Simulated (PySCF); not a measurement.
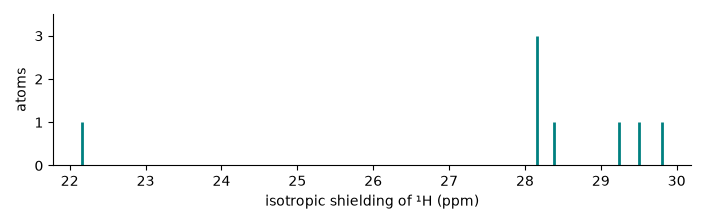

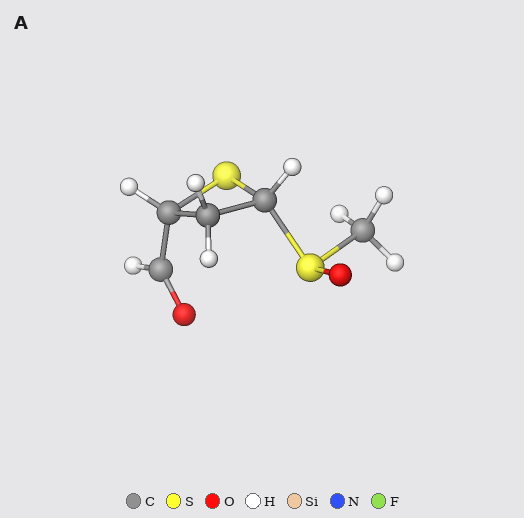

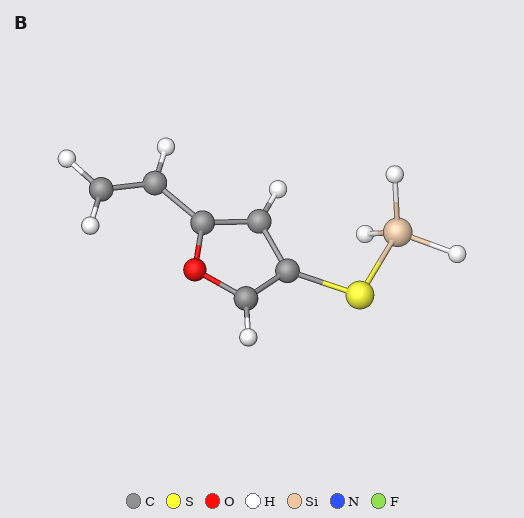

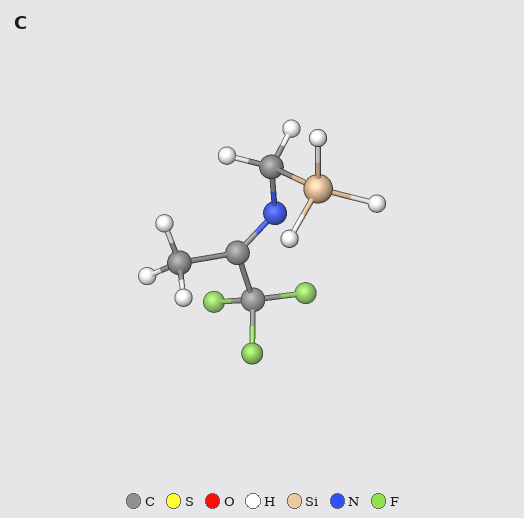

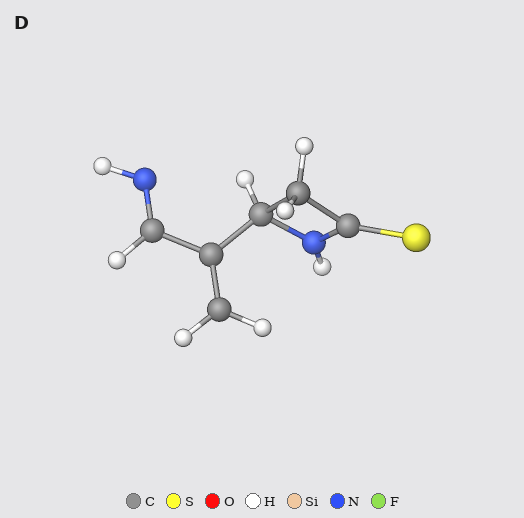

The sticks are computed shieldings of one of the molecules, for one fixed geometry (GFN2-xTB) without averaging over rotations. Low shielding means a high chemical shift. Method: GIAO PBE0/pcSseg-1 NMR shielding, non-relativistic, gas phase (PySCF 2.14.0).

### Which molecule gives this pattern?

A, `C[S@@](=O)[C@@H]1C[C@H](C=O)S1`. Its 8 H atoms give lines at 22.16, 28.15 (3 atoms), 28.39, 29.24, 29.51, 29.80 ppm.

The geometry is semi-empirical. Around Si such bond lengths and angles can be off by a tenth of an ångström or more and by several degrees, and values that hang on the shape move with them.
